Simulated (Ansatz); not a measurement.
The figure comes from a scan of ScAl₃ (Cu3Au type): one Al atom of a 4-atom cell moves by s along Cartesian [111], with its periodic images. The numbers are results of PBE (plane waves to 420 eV, PAW, scalar-relativistic; Ansatz, a program for electronic structure), not measurements. k mesh 9×9×9 (Γ-centred), Fermi-Dirac smearing 0.05 eV. E stands for the smeared free energy. With partly filled bands, energies and forces of such displacements shift with the k mesh and the smearing. ScAl3 is run without spin polarisation. ScAl3 was relaxed with its symmetry unable to fall. ΔE is measured from the undisplaced structure.

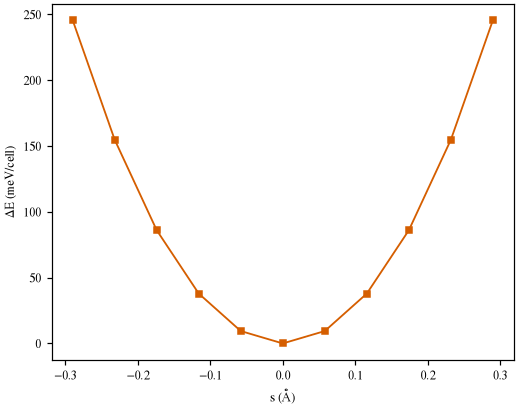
Fig. 1. ΔE (meV/cell) against s (Å); computed points joined by lines.

Question: Turn the plot into a table (rounded to what can be read).

Answer: To the nearest 5:

```csv
s (Å),ΔE (meV/cell)
-0.290,245
-0.232,155
-0.174,85
-0.116,40
-0.058,10
0.000,0
0.058,10
0.116,40
0.174,85
0.232,155
0.290,245
```

(For displaced atoms, the force is minus the slope of the energy, and its curvature is a force constant, which sets phonon frequencies.)
